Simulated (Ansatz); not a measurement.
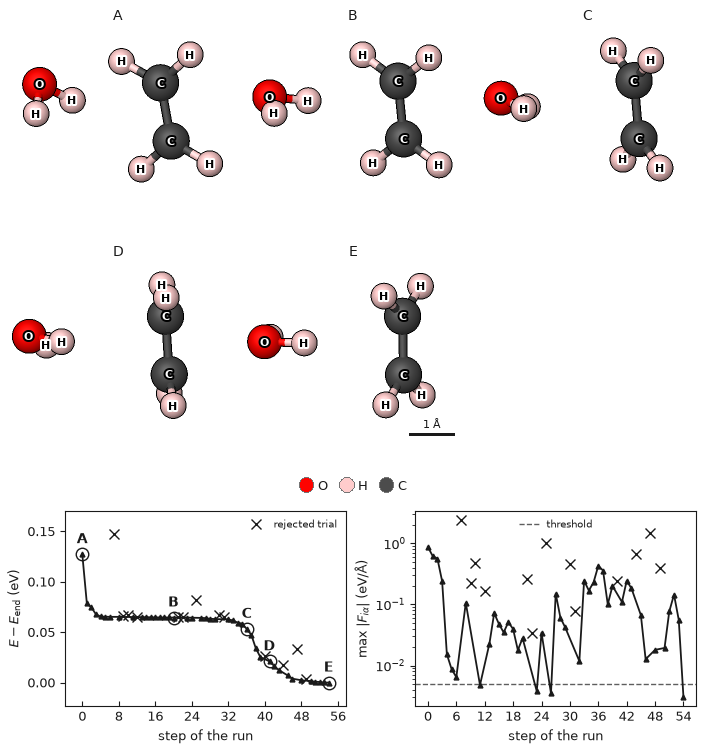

Frames of a relaxation of C₂H₆O, marked on the history of the run. A ball-and-stick model, seen at a tilt.

These are results of RKS PBE0-D4/def2-TZVP in Ansatz, not measurements. Set-up: force threshold 0.005 eV/Å; at most 200 steps.

Q: Describe the path.

A: The energy falls by 0.127 eV in 41 accepted moves (54 points after the start). Largest force component: 0.87 eV/Å at the start, 0.003 eV/Å at the end. The line search rejected the trial steps at points 7, 9, 10, 12, 21, 22, 25, 30 and more of the run. The forces were under the threshold at step 11, but the run went on from there. The largest move after the best rigid fit is that of an H atom, 1.51 Å. Largest moves by element: H 1.51 Å, O 0.70 Å, C 0.20 Å. Near-neighbour distances that change, for instance: C–H 1.103 → 1.085 Å, C–C 1.342 → 1.325 Å, H–O 0.976 → 0.959 Å. Among the angles between lasting bonds that change: H–O–H 102.1° → 104.8°. From step 0 to 20: the O atom moves most (0.32 Å), energy −0.063 eV. From step 20 to 36: an H atom moves most (0.49 Å), energy −0.011 eV. From step 36 to 41: H atoms move most (0.42 Å), energy −0.032 eV. From step 41 to 54: an H atom moves most (0.48 Å), energy −0.021 eV.

```tsv
step	E − E(0), eV	largest force component, eV/Å	note
0	0.0000	0.8726	
1	-0.0488	0.6222	
2	-0.0527	0.5643	
3	-0.0597	0.2411	
4	-0.0617	0.0153	
5	-0.0619	0.0087	
6	-0.0621	0.0064	
7	0.0196	2.4522	rejected
8	-0.0621	0.1063	
9	-0.0617	0.2221	rejected
10	-0.0599	0.4804	rejected
12	-0.0620	0.1653	rejected
15	-0.0625	0.0479	
17	-0.0626	0.0514	
19	-0.0627	0.0179	
22	-0.0627	0.0346	rejected
24	-0.0629	0.0345	
26	-0.0631	0.0035	
29	-0.0642	0.0422	
31	-0.0626	0.0793	rejected
33	-0.0656	0.2444	
35	-0.0688	0.2305	
38	-0.0932	0.1007	
40	-0.1004	0.2432	rejected
42	-0.1107	0.2440	
45	-0.1202	0.0668	
47	-0.0942	1.4910	rejected
49	-0.1237	0.4019	rejected
52	-0.1267	0.1450	
54	-0.1273	0.0030
```

Limits of the set-up: the start holds two separate molecules, 2.3 Å apart at their closest, whose relative position is a soft coordinate.
